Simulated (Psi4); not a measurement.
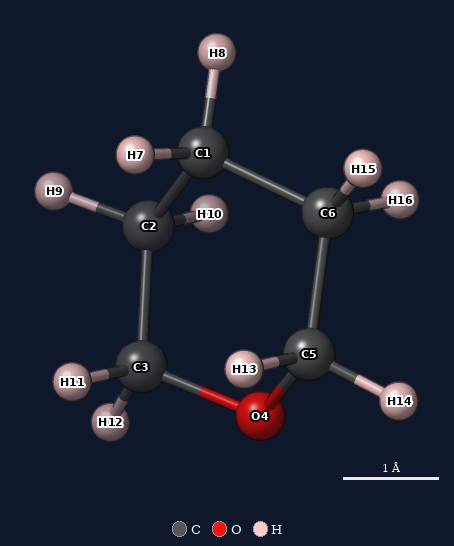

**Figure 1.** The structure as given in the input (ball-and-stick view, seen at a tilt; atoms are numbered from 1 in the order of the input). Bond lengths as drawn: C–C 1.52 Å, C–H 1.09 to 1.10 Å and C–O 1.41 Å.

**Run report: C5H10O (charge +1), single-point calculation (part 1 of 3)**

- system: C5H10O (tetrahydropyran), charge +1, multiplicity 2
- method: B3LYP/6-31G*, UKS (Psi4 1.11)

The geometry is that of the parent species in another charge or spin state. The geometry comes from this level: PBE0-D4/def2-TZVP.

The input (calc.in):
```
memory 2200 mb

molecule m {
  1 2
  C     -0.135890     0.977550     0.755900
  C     -1.307710     0.402510    -0.028210
  C     -1.037740    -1.048650    -0.381040
  O      0.169440    -1.202150    -1.092230
  C      1.278580    -0.752330    -0.347840
  C      1.164570     0.718780     0.007220
  H     -0.088090     0.493660     1.739630
  H     -0.275260     2.046560     0.938130
  H     -2.238200     0.474570     0.543310
  H     -1.449450     0.969920    -0.954400
  H     -1.003230    -1.654520     0.540250
  H     -1.823930    -1.456200    -1.019980
  H      1.371700    -1.350700     0.574290
  H      2.159730    -0.946580    -0.962880
  H      2.030470     1.020640     0.604490
  H      1.185000     1.306940    -0.916650
  symmetry c1
}

set {
  basis                6-31G*
  reference            uks
  puream               true
  e_convergence        1e-09
  d_convergence        1e-08
  scf_type             pk
  dft_radial_points    99
  dft_spherical_points 590
  maxiter              100
}

result, w = energy('b3lyp', return_wfn=True)
oeprop(w, 'WIBERG_LOWDIN_INDICES', 'MAYER_INDICES', 'MULLIKEN_CHARGES')
print_variables()
```

Launched with:
```bash
psi4 -n 1 calc.in calc.out
```

Output:
```
Psi4 1.11 release

   => Loading Basis Set <=

    Name: 6-31G*
    Role: ORBITAL
    Keyword: BASIS

         ---------------------------------------------------------
                                   SCF
                              UKS Reference
                        1 Threads,   2098 MiB Core
         ---------------------------------------------------------

  ==> Geometry <==

    Molecular point group: c1
    Full point group: C1

    Geometry (in Angstrom), charge = 1, multiplicity = 2:

       Center              X                  Y                   Z               Mass
    ------------   -----------------  -----------------  -----------------  -----------------
         C           -0.160515691652     1.148829870114     0.945309511480    12.000000000000
         C           -1.332335691652     0.573789870114     0.161199511480    12.000000000000
         C           -1.062365691652    -0.877370129886    -0.191630488520    12.000000000000
         O            0.144814308348    -1.030870129886    -0.902820488520    15.994914619570
         C            1.253954308348    -0.581050129886    -0.158430488520    12.000000000000
         C            1.139944308348     0.890059870114     0.196629511480    12.000000000000
         H           -0.112715691652     0.664939870114     1.929039511480     1.007825032230
         H           -0.299885691652     2.217839870114     1.127539511480     1.007825032230
         H           -2.262825691652     0.645849870114     0.732719511480     1.007825032230
         H           -1.474075691652     1.141199870114    -0.764990488520     1.007825032230
         H           -1.027855691652    -1.483240129886     0.729659511480     1.007825032230
         H           -1.848555691652    -1.284920129886    -0.830570488520     1.007825032230
         H            1.347074308348    -1.179420129886     0.763699511480     1.007825032230
         H            2.135104308348    -0.775300129886    -0.773470488520     1.007825032230
         H            2.005844308348     1.191919870114     0.793899511480     1.007825032230
         H            1.160374308348     1.478219870114    -0.727240488520     1.007825032230

  Running in c1 symmetry.

  Rotational constants: A =      0.15786  B =      0.15172  C =      0.08773 [cm^-1]
  Rotational constants: A =   4732.42233  B =   4548.58999  C =   2630.20034 [MHz]
  Nuclear repulsion =  261.391276086699577

  Charge       = 1
  Multiplicity = 2
  Electrons    = 47
  Nalpha       = 24
  Nbeta        = 23

  ==> Algorithm <==

  SCF Algorithm Type is PK.
  DIIS enabled.
  MOM disabled.
  Fractional occupation disabled.
  Guess Type is SAD.
  Energy threshold   = 1.00e-09
  Density threshold  = 1.00e-08
  Integral threshold = 1.00e-12

  ==> Primary Basis <==

  Basis Set: 6-31G*
    Blend: 6-31G*
    Number of shells: 56
    Number of basis functions: 104
    Number of Cartesian functions: 110
    Spherical Harmonics?: true
    Max angular momentum: 2

  ==> DFT Potential <==

   => LibXC <=

    Version 7.1.2

   => Composite Functional: B3LYP <=

    B3LYP Hyb-GGA Exchange-Correlation Functional

    Deriv               =              1
    GGA                 =           TRUE
    Meta                =          FALSE

    Exchange Hybrid     =           TRUE
    MP2 Hybrid          =          FALSE

   => Exchange Functionals <=

    0.0800   Slater exchange
    0.7200         Becke 88

   => Exact (HF) Exchange <=

    0.2000               HF

   => Correlation Functionals <=

    0.1900   Vosko, Wilk & Nusair (VWN5_RPA)
    0.8100   Lee, Yang & Parr

   => LibXC Density Thresholds  <==

    XC_HYB_GGA_XC_B3LYP:  1.00E-15

   => Molecular Quadrature <=

    Radial Scheme          =       TREUTLER
    Pruning Scheme         =           NONE
    Nuclear Scheme         =       TREUTLER

    Blocking Scheme        =         OCTREE
    BS radius alpha        =              1
    Pruning alpha          =              1
    Radial Points          =             99
    Spherical Points       =            590
    Total Points           =         858667
    Total Blocks           =           5870
    Max Points             =            256
    Max Functions          =            104
    Weights Tolerance      =       1.00E-15

  ==> Integral Setup <==

  Using in-core PK algorithm.
   Calculation information:
      Number of atoms:                  16
      Number of AO shells:              56
      Number of primitives:            130
      Number of atomic orbitals:       110
      Number of basis functions:       104

      Integral cutoff                 1.00e-12
      Number of threads:                 1

  Performing in-core PK
  Using 29817060 doubles for integral storage.
  We computed 1223943 shell quartets total.
  Whereas there are 1274406 unique shell quartets.

  ==> DiskJK: Disk-Based J/K Matrices <==

    J tasked:                  Yes
    K tasked:                  Yes
    wK tasked:                  No
    Memory [MiB]:              892
    Schwarz Cutoff:          1E-12

  Cached 25.0% of DFT collocation blocks in 0.548 [GiB].

  Minimum eigenvalue in the overlap matrix is 4.5576279513E-03.
  Reciprocal condition number of the overlap matrix is 7.7088689072E-04.
    Using symmetric orthogonalization.

  ==> Pre-Iterations <==

  SCF Guess: Superposition of Atomic Densities via on-the-fly atomic UHF (no occupation information).

   -------------------------
    Irrep   Nso     Nmo
   -------------------------
     A        104     104
   -------------------------
    Total     104     104
   -------------------------

  ==> Iterations <==

                        Total Energy        Delta E     RMS |[F,P]|

   @UKS iter SAD:  -271.26636884882180   -2.71266e+02   0.00000e+00
   @UKS iter   1:  -271.15569447554805    1.10674e-01   6.88012e-03 ADIIS/DIIS
   @UKS iter   2:  -270.65441535984968    5.01279e-01   1.10803e-02 ADIIS/DIIS
   @UKS iter   3:  -271.35339104985025   -6.98976e-01   3.91427e-03 ADIIS/DIIS
   @UKS iter   4:  -271.42686130776815   -7.34703e-02   8.15046e-04 ADIIS/DIIS
   @UKS iter   5:  -271.43006591024442   -3.20460e-03   4.93063e-04 ADIIS/DIIS
   @UKS iter   6:  -271.43135523150625   -1.28932e-03   1.48294e-04 ADIIS/DIIS
   @UKS iter   7:  -271.43157374919969   -2.18518e-04   6.93285e-05 DIIS
   @UKS iter   8:  -271.43168053520037   -1.06786e-04   3.23699e-05 DIIS
   @UKS iter   9:  -271.43171709206626   -3.65569e-05   1.71455e-05 DIIS
   @UKS iter  10:  -271.43172349148631   -6.39942e-06   6.42622e-06 DIIS
   @UKS iter  11:  -271.43172428529328   -7.93807e-07   8.88364e-07 DIIS
   @UKS iter  12:  -271.43172429449078   -9.19749e-09   2.65322e-07 DIIS
   @UKS iter  13:  -271.43172429517182   -6.81041e-10   9.71733e-08 DIIS
   @UKS iter  14:  -271.43172429529073   -1.18916e-10   3.68996e-08 DIIS
   @UKS iter  15:  -271.43172429530273   -1.19940e-11   1.33091e-08 DIIS
   @UKS iter  16:  -271.43172429530409   -1.36424e-12   8.42904e-09 DIIS
  Energy and wave function converged.

  ==> Post-Iterations <==

   Electrons on quadrature grid:
      Nalpha   =   24.0000033644 ; deviation = 3.364e-06
      Nbeta    =   23.0000030183 ; deviation = 3.018e-06
      Ntotal   =   47.0000063827 ; deviation = 6.383e-06

   @Spin Contamination Metric:   3.488491514E-03
   @S^2 Expected:                7.500000000E-01
   @S^2 Observed:                7.534884915E-01
   @S   Expected:                5.000000000E-01
   @S   Observed:                5.000000000E-01

    Orbital Energies [Eh]
    ---------------------

    Alpha Occupied:

       1A    -19.489807     2A    -10.458048     3A    -10.458023
       4A    -10.391432     5A    -10.391397     6A    -10.373224
       7A     -1.350049     8A     -1.020516     9A     -1.005445
      10A     -0.869016    11A     -0.868669    12A     -0.790991
      13A     -0.743302    14A     -0.722526    15A     -0.697805
      16A     -0.655407    17A     -0.644737    18A     -0.625363
      19A     -0.613529    20A     -0.568891    21A     -0.567952
      22A     -0.533304    23A     -0.526380    24A     -0.525331

    Alpha Virtual:

      25A     -0.112073    26A     -0.083312    27A     -0.078223
      28A     -0.053724    29A     -0.041896    30A     -0.033526
      31A     -0.021100    32A     -0.019014    33A     -0.010327
      34A     -0.005144    35A      0.010223    36A      0.032087
      37A      0.042253    38A      0.042903    39A      0.059717
      40A      0.082144    41A      0.302509    42A      0.304335
      43A      0.331460    44A      0.337331    45A      0.342242
      46A      0.358453    47A      0.373154    48A      0.432025
      49A      0.436606    50A      0.470265    51A      0.504808
      52A      0.533035    53A      0.600439    54A      0.611756
      55A      0.642268    56A      0.644539    57A      0.654348
      58A      0.664925    59A      0.688387    60A      0.691354
      61A      0.719584    62A      0.756275    63A      0.767862
      64A      0.770552    65A      0.790012    66A      0.804513
      67A      0.864153    68A      0.923403    69A      1.087635
      70A      1.088542    71A      1.145272    72A      1.176096
      73A      1.207375    74A      1.299761    75A      1.377386
      76A      1.385238    77A      1.468190    78A      1.512902
      79A      1.539683    80A      1.579423    81A      1.691318
      82A      1.698847    83A      1.732419    84A      1.757523
      85A      1.776125    86A      1.811546    87A      1.819763
      88A      1.889833    89A      1.893871    90A      1.931877
      91A      2.009702    92A      2.068430    93A      2.156498
      94A      2.156542    95A      2.188079    96A      2.197365
      97A      2.211655    98A      2.264849    99A      2.419770
     100A      2.459806   101A      2.464454   102A      2.527575
     103A      2.546061   104A      2.675982

    Beta Occupied:

       1A    -19.473173     2A    -10.457443     3A    -10.457416
       4A    -10.389485     5A    -10.389447     6A    -10.373000
       7A     -1.316078     8A     -1.012286     9A     -0.997394
      10A     -0.861434    11A     -0.858181    12A     -0.776593
      13A     -0.729246    14A     -0.713411    15A     -0.666982
      16A     -0.650287    17A     -0.639137    18A     -0.605760
      19A     -0.600658    20A     -0.561675    21A     -0.541675
      22A     -0.531299    23A     -0.523277

    Beta Virtual:

      24A     -0.423276    25A     -0.105790    26A     -0.078672
      27A     -0.074243    28A     -0.051037    29A     -0.040148
      30A     -0.030113    31A     -0.017685    32A     -0.017566
      33A     -0.007838    34A     -0.002775    35A      0.014395
      36A      0.035018    37A      0.045119    38A      0.046304
      39A      0.068389    40A      0.086085    41A      0.305802
      42A      0.308424    43A      0.333402    44A      0.345460
      45A      0.347464    46A      0.365415    47A      0.375963
      48A      0.437156    49A      0.443874    50A      0.474484
      51A      0.508300    52A      0.536256    53A      0.602565
      54A      0.619020    55A      0.645257    56A      0.646861
      57A      0.661672    58A      0.668218    59A      0.692063
      60A      0.694165    61A      0.722964    62A      0.764693
      63A      0.770941    64A      0.778320    65A      0.793432
      66A      0.808398    67A      0.872033    68A      0.954252
      69A      1.092431    70A      1.093321    71A      1.153893
      72A      1.182615    73A      1.209756    74A      1.313426
      75A      1.388372    76A      1.392000    77A      1.486939
      78A      1.516786    79A      1.546664    80A      1.585178
      81A      1.701760    82A      1.707467    83A      1.735183
      84A      1.760806    85A      1.780055    86A      1.816728
      87A      1.826219    88A      1.899407    89A      1.901198
      90A      1.940733    91A      2.016722    92A      2.072655
      93A      2.159676    94A      2.161343    95A      2.196269
      96A      2.203715    97A      2.215238    98A      2.279215
      99A      2.425697   100A      2.471062   101A      2.474158
     102A      2.537654   103A      2.551202   104A      2.681915

    Final Occupation by Irrep:
              A
    DOCC [    23 ]
    SOCC [     1 ]
    NA   [    24 ]
    NB   [    23 ]

  @UKS Final Energy:  -271.43172429530409

   => Energetics <=

    Nuclear Repulsion Energy =            261.3912760866995768
    One-Electron Energy =                -873.8266807931233870
    Two-Electron Energy =                 372.7323030804398627
    DFT Exchange-Correlation Energy =     -31.7286226693201741
    Empirical Dispersion Energy =           0.0000000000000000
    VV10 Nonlocal Energy =                  0.0000000000000000
    Total Energy =                       -271.4317242953040932

  UHF NO Occupations:
  HONO-2 :   22  A 1.9997275
  HONO-1 :   23  A 1.9989960
  HONO-0 :   24  A 1.0000000
  LUNO+0 :   25  A 0.0010040
  LUNO+1 :   26  A 0.0002725
  LUNO+2 :   27  A 0.0001451
  LUNO+3 :   28  A 0.0001039

Computation Completed

Properties will be evaluated at   0.000000,   0.000000,   0.000000 [a0]

Properties computed using the SCF density matrix

 Multipole Moments:

 ------------------------------------------------------------------------------------
     Multipole            Electronic (a.u.)      Nuclear  (a.u.)        Total (a.u.)
 ------------------------------------------------------------------------------------

 L = 1.  Multiply by 2.5417464519 to convert [e a0] to [Debye]
 Dipole X            :          0.3637546           -0.3532148            0.0105399
 Dipole Y            :         -2.5721431            2.4484875           -0.1236557
 Dipole Z            :         -2.4214642            2.7895883            0.3681241
 Magnitude           :                                                    0.3884806

 ------------------------------------------------------------------------------------

	total time  =        186 seconds =       3.10 minutes

Properties will be evaluated at   0.000000,   0.000000,   0.000000 [a0]
OEProp: No title given, name of density matrix used for the following properties is 'SCF alpha density'
  Mulliken Charges: (a.u.)
   Center  Symbol    Alpha    Beta     Spin     Total
       1     C     3.15892  3.14774  0.01118 -0.30666
       2     C     3.20512  3.10270  0.10241 -0.30782
       3     C     3.06383  3.04591  0.01792 -0.10974
       4     O     4.39140  3.79742  0.59398 -0.18882
       5     C     3.06383  3.04591  0.01792 -0.10974
       6     C     3.20511  3.10270  0.10241 -0.30782
       7     H     0.40554  0.40401  0.00153  0.19044
       8     H     0.39906  0.36120  0.03786  0.23974
       9     H     0.38464  0.37718  0.00745  0.23818
      10     H     0.39045  0.38985  0.00060  0.21969
      11     H     0.40386  0.35618  0.04768  0.23997
      12     H     0.37465  0.37298  0.00167  0.25237
      13     H     0.40386  0.35618  0.04768  0.23997
      14     H     0.37465  0.37298  0.00167  0.25237
      15     H     0.38464  0.37718  0.00745  0.23818
      16     H     0.39045  0.38985  0.00060  0.21969

   Total alpha = 24.00000, Total beta = 23.00000, Total charge =  1.00000

  Mayer Bond Indices:

  Total Bond Index:
  Irrep: 1 Size: 16 x 16

                 1                   2                   3                   4                   5

    1     0.00000000000000     1.00211756045273    -0.00078039046841     0.03148380561854    -0.00078012404466
    2     1.00211756045273     0.00000000000000     0.89465694235601     0.05277738135444     0.00722136637822
    3    -0.00078039046841     0.89465694235601     0.00000000000000     0.93142580512824     0.01704045951127
    4     0.03148380561854     0.05277738135444     0.93142580512824     0.00000000000000     0.93142023942167
    5    -0.00078012404466     0.00722136637822     0.01704045951127     0.93142023942167     0.00000000000000
    6     1.00211503841067     0.00903263284179     0.00722145267949     0.05277660673569     0.89465972108008
    7     0.92610645430077    -0.01018171078653     0.00012662262965     0.00149599053565     0.00012660924328
    8     0.87756427011435    -0.00111604091748     0.00437543983871     0.02696664492113     0.00437533377255
    9    -0.00795868799506     0.90135134078756     0.00317381356891     0.00816948352373     0.00131291965689
   10    -0.01013533775532     0.91279340747059    -0.00859866004564     0.00442906180747     0.00014241562202
   11     0.00277367826385    -0.01002643191545     0.87286036360428     0.01683904937758     0.00619956060165
   12     0.00647018186404    -0.00957512738209     0.90755364966822    -0.00267883281694     0.00719514750921
   13     0.00277362393523     0.00453417755575     0.00619958170971     0.01683821938317     0.87286203103354
   14     0.00647022870770     0.00052296914376     0.00719498338348    -0.00267857350842     0.90755347174681
   15    -0.00795869272121     0.00630733329245     0.00131292632072     0.00816942032561     0.00317387072144
   16    -0.01013490411969     0.00192673118860     0.00014242287951     0.00442886617005    -0.00859850274968

                 6                   7                   8                   9                  10
```
